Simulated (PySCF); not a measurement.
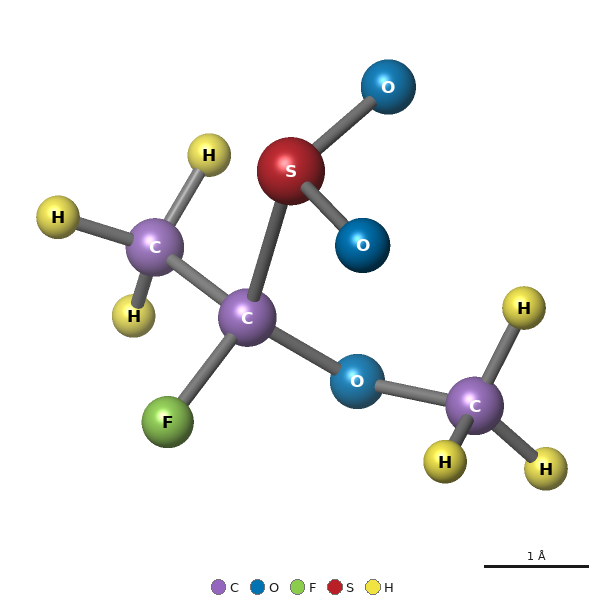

The picture shows a molecular structure as a ball-and-stick model. Every bond is drawn as one stick, whatever its order.

State: charge −1, singlet. The computed structure is the end point of a GFN2-xTB optimisation. No frequency run is at hand to confirm it as a minimum.

Which formula does it have?

C₃H₆FO₃S⁻, 14 atoms: 3 carbon, 6 hydrogen, 1 fluorine, 3 oxygen and 1 sulfur.

How many bonds of each kind are drawn?

6 C–H, 2 C–O, 2 O–S, 1 C–C, 1 C–F, 1 C–S.

Does it have rings?

It has no ring.

What is its SMILES?

CO[C@@](C)(F)[S@@](=O)[O-]

More results for the same structure follow; atom numbers are the same in all pictures, views and colours differ.

**Symmetry**

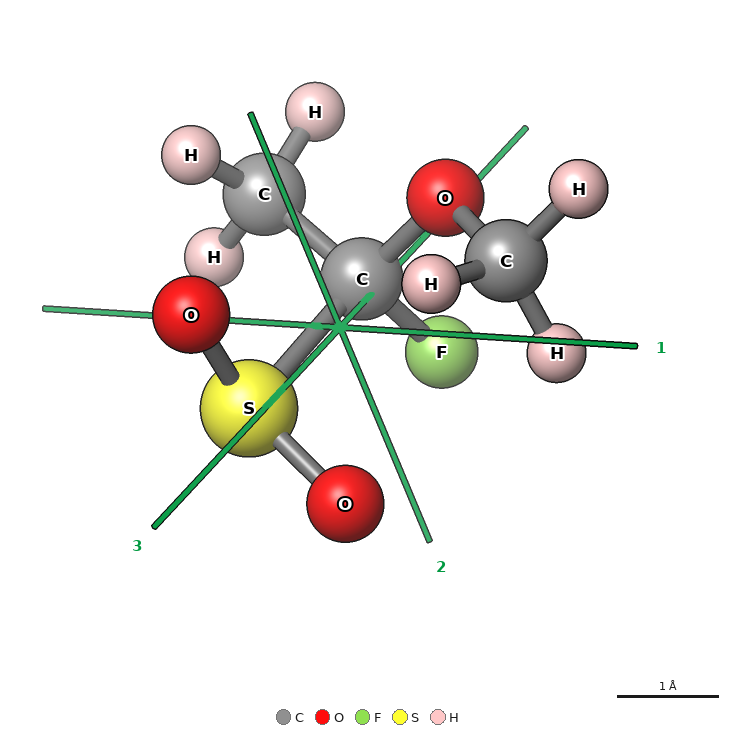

The three principal axes of inertia are drawn and numbered. Distant atoms are faded towards the background colour. No frequency run is at hand to confirm it as a minimum. Masses are those of the most abundant isotopes; constants are for the rigid equilibrium geometry.

Which line is the a axis (least moment of inertia), which b and which c?

a is line 3, b is line 1, c is line 2; the moments are 230, 317, 354 u Å².

What kind of rotor is it, and what are its rotational constants in MHz?

An asymmetric top (C1): A = 2196, B = 1593, C = 1427 MHz. Ray's parameter κ is −0.57, nearer the prolate limit.

**Charges**

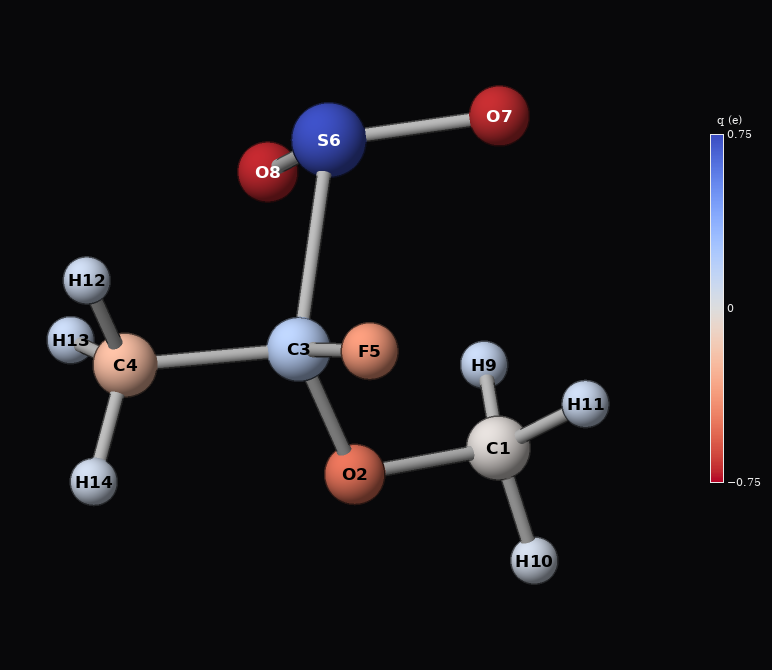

Atoms are coloured by their Mulliken charges. No frequency run is at hand to confirm it as a minimum. Level of theory: PBE0/pcSseg-1, gas phase (PySCF 2.14.0).

List the Mulliken charges.

| atom | value (e) |
| --- | --- |
| C1 | −0.02 |
| O2 | −0.50 |
| C3 | 0.18 |
| C4 | −0.22 |
| F5 | −0.37 |
| S6 | 0.74 |
| O7 | −0.69 |
| O8 | −0.70 |
| H9 | 0.12 |
| H10 | 0.07 |
| H11 | 0.10 |
| H12 | 0.10 |
| H13 | 0.12 |
| H14 | 0.08 |

**Electronic properties**

No frequency run is at hand to confirm it as a minimum. Level of theory: PBE0/def2-SVPD, gas phase (PySCF 2.14.0).

Give the HOMO energy (Kohn–Sham orbital) at this level.

−1.02 eV.

Estimate the mean static polarisability.

81.3 bohr³.

**NMR shielding**

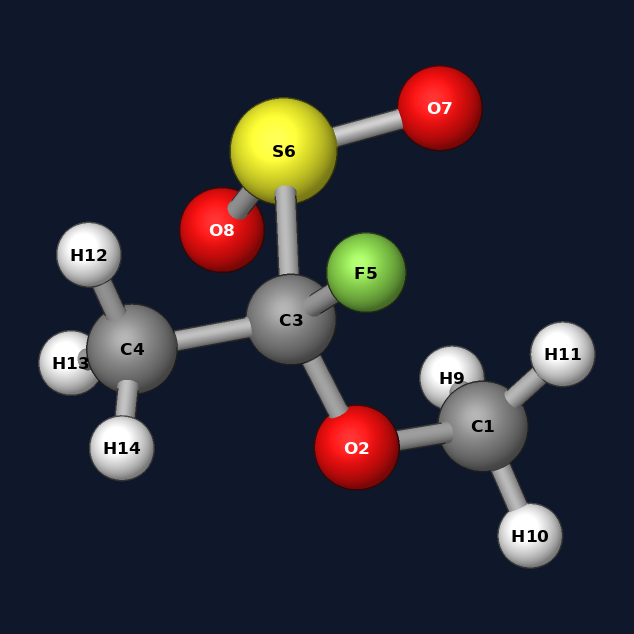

No frequency run is at hand to confirm it as a minimum. Method: GIAO PBE0/pcSseg-1 NMR shielding, non-relativistic, gas phase (PySCF 2.14.0). Principal shieldings σ11 ≤ σ22 ≤ σ33, span Ω = σ33 − σ11, skew κ = 3(σiso − σ22)/Ω.

Give the shielding tensors of the O atoms.

| atom | σ11 | σ22 | σ33 | σiso | Ω | κ |
| --- | --- | --- | --- | --- | --- | --- |
| O2 | 185.9 | 238.9 | 319.8 | 248.2 | 133.8 | 0.21 |
| O7 | −54.1 | 116.9 | 235.5 | 99.4 | 289.6 | −0.18 |
| O8 | −9.4 | 116.0 | 254.5 | 120.4 | 263.9 | 0.05 |

Shieldings and span in ppm.

Mulliken values depend strongly on the basis set and can even reverse the polarity of a bond.
